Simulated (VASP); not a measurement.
Band structure of BaTiO₃ (tetragonal perovskite). Method: rev-vdW-DF2, VASP's PBE PAW potentials (set 64) (plane waves; VASP).

Unless said otherwise, spin-orbit coupling is left out, though it shifts the bands of the heavy elements here.

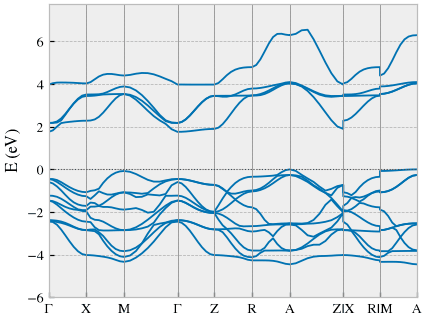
Figure: Bands along high-symmetry lines, zero at the valence-band maximum or, without a gap, the Fermi level

Read the plot: is there a gap, and where are the band edges?

The gap is indirect, 1.76 eV, from the valence maximum at A to the conduction minimum at Γ. (Edges off the drawn lines would not show.)

The compound is BaTiO3 in the tetragonal perovskite structure. It was relaxed first.
